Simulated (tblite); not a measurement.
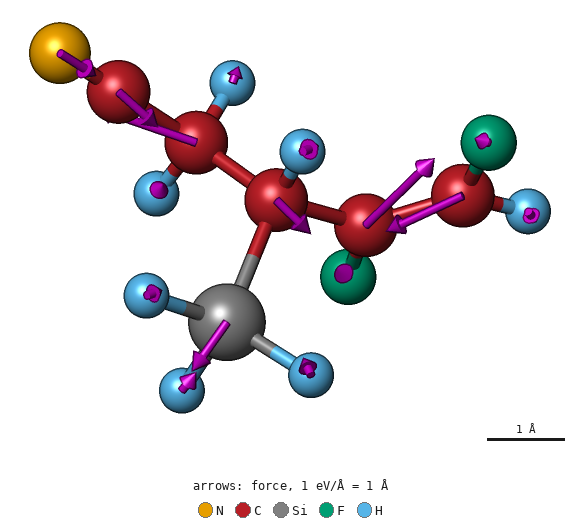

Starting geometry of C5H7F2NSi with the computed forces as purple arrows. The picture is a ball-and-stick view, seen at a tilt.

Level of theory: GFN2-xTB geometry optimisation, gas phase (tblite 0.8.0). 

> What follows when this structure is relaxed?

It isn't relaxed: the largest force vector, on a C atom, is 1.54 eV/Å. The final displacements have little in common with the starting forces (cosine between the two patterns 0.18). The energy falls by 0.155 eV in 77 geometry steps. The largest move after the best rigid fit is that of the N atom, 0.32 Å. Largest moves by element: N 0.32 Å, H 0.22 Å, F 0.17 Å, C 0.17 Å, Si 0.06 Å. Among the contacts that change: C–C 1.485 → 1.438 Å, C–C 1.512 → 1.483 Å, C–C 1.348 → 1.326 Å, H–Si 1.482 → 1.462 Å. Bond angles that change, for instance: Si–C–H 104.7° → 109.3°, C–C–C 124.0° → 128.3°, C–Si–H 110.4° → 106.5°. Cost: 0.93 s on 1 thread of Arm Neoverse N1, with other jobs on the host.
